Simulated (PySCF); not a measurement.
# H2O2 (SMILES OO): B3LYP/STO-3G

What is the energy change on altering one bond length of H2O2 at B3LYP/STO-3G? Input form: a Python script.

Program for the calculation: PySCF 2.14.0.

9 further runs of the same task are left out: 9 set aside as unsound or not needed.

## (1) The molecule

H2O2: 4 atoms, total charge 0, spin state singlet. As SMILES, `OO`. The shape is that of a PBE0-D4/def2-TZVP optimisation.

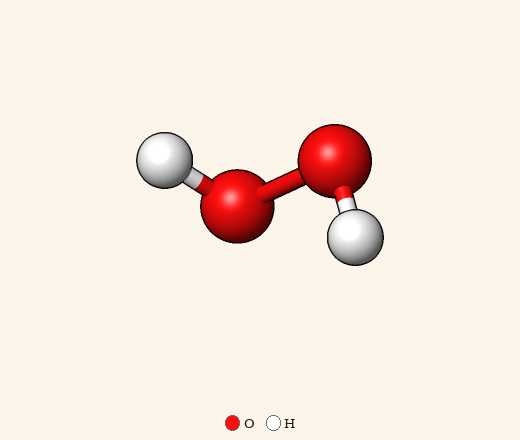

Viewed from a chosen angle; oxygen red, hydrogen white.

## (2) A single-point energy at B3LYP/STO-3G

The input, input.py:

```python
# OO
from pyscf import gto, dft

mol = gto.M(
    atom='O -0.486800 -0.581100 0.030600; O 0.048300 0.728400 0.206900; H 0.186400 -1.117000 0.467400; H 0.252100 0.969800 -0.704900',
    spin=0,
    max_memory=1860,
    basis='sto-3g',
    verbose=3,
)

myscf = dft.RKS(mol, xc='b3lyp')
myscf.conv_tol = 1e-10
myscf.grids.level = 5
myscf.kernel()
if not myscf.converged:
    myscf = myscf.newton().run(myscf.mo_coeff, myscf.mo_occ)

energy = myscf.e_tot
print('E(%s) = %.9f' % ('B3LYP', energy))
```

On the command line:

```console
$ OMP_NUM_THREADS=1 python input.py
```

Output:

```text
converged SCF energy = -149.437927591387
E(B3LYP) = -149.437927591
```

Wall time 1.6 s (1 thread of Arm Neoverse V1, shared host); peak memory 0.17 GiB.

## (3) The distorted shape at the same level

The input, input.py:

```python
from pyscf import gto, dft

system = gto.Mole()
system.atom = '''
O       -0.621459      -0.473905      -0.056772
O       -0.086359       0.835595       0.119528
H        0.186400      -1.117000       0.467400
H        0.117441       1.076995      -0.792272
'''
system.spin = 0
system.verbose = 3
system.basis = 'sto-3g'
system.max_memory = 1860
system.build()

calc0 = dft.RKS(system, xc='b3lyp')
calc0.grids.level = 5
calc0.conv_tol = 1e-10
calc0.kernel()
if not calc0.converged:
    calc0 = calc0.newton().run(calc0.mo_coeff, calc0.mo_occ)

e_tot = calc0.e_tot
print('Final energy', e_tot)
```

On the command line:

```console
$ OMP_NUM_THREADS=1 python input.py
```

Output:

```text
converged SCF energy = -149.435006515892
Final energy -149.43500651589184
```

Wall time 1.8 s (1 thread of Arm Neoverse V1, shared host); peak memory 0.17 GiB.

## (4) Outcome

Level: B3LYP/STO-3G.

| quantity | value |
| --- | --- |
| first shape: total energy | -149.43793 Eh |
| first shape: dipole moment | 1.50 D |
| first shape: HOMO energy | -3.51 eV |
| first shape: LUMO energy | 6.09 eV |
| first shape: HOMO–LUMO gap | 9.60 eV |
| distorted shape: total energy | -149.43501 Eh |
| distorted shape: dipole moment | 1.39 D |
| distorted shape: HOMO energy | -3.53 eV |
| distorted shape: LUMO energy | 5.50 eV |
| distorted shape: HOMO–LUMO gap | 9.03 eV |
| energy change with the O1–H3 bond stretched from 0.965 to 1.158 Å | 0.079 eV |

**Reading.** With the O1–H3 bond stretched from 0.965 to 1.158 Å the energy rises by 0.08 eV (7.7 kJ/mol). The first shape isn't relaxed at this level, so the change isn't measured from a minimum. The minimal basis adds a large error of its own. Mulliken charges (distorted shape) run from -0.20 on O2 to +0.20 on H4.
